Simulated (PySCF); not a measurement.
# CH6Si: the cost of one run

Programs: PySCF 2.14.0, with density-fitted response routines of our own. Each step states its level of theory. These are calculated values for one molecule in the gas phase, unless marked as measured. Atoms are numbered from 0 throughout.

## 1. The molecule as given

8 atoms, charge 0, multiplicity 1; geometry from: GFN2-xTB. The atoms were then displaced at random by about 0.01 Å, so the start is not that level's minimum.

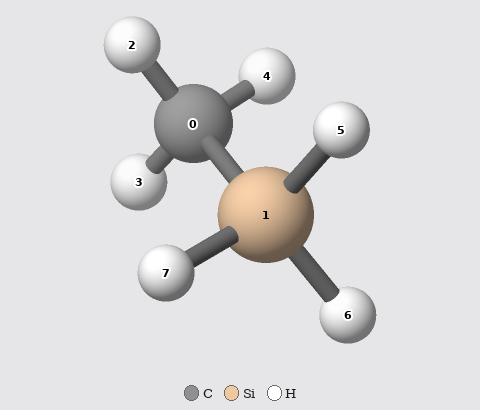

The starting geometry (carbon grey, silicon light orange, hydrogen white), atoms numbered.

## 2. Geometry optimisation at PBE0-D3(BJ)/def2-SVP

Job settings and geometry (Å):

```
{"job": {"xc": "PBE0", "basis": "def2-SVP", "d3": "d3bj", "grid": 1, "shake": 0.01, "kind": "geom"}, "charge": 0, "multiplicity": 1}
C     -0.954740    -0.140540     0.020190
Si     0.901140     0.103810    -0.023190
H     -1.459340     0.559510     0.720020
H     -1.214380    -1.125660     0.296790
H     -1.417750     0.075620    -0.968610
H      1.223810     1.487580    -0.415280
H      1.503220    -0.825460    -0.986890
H      1.473170    -0.153990     1.304500
```

Started as:

```bash
> OMP_NUM_THREADS=1 python probes_run.py task.json out
```

One launch serves the whole session: the jobs run in the order shown.

**Question.** How long does this first job take on 1 thread of Arm Neoverse N1, shared host, and how much memory does it need?

About 15 s, with a peak of 0.29 GiB.
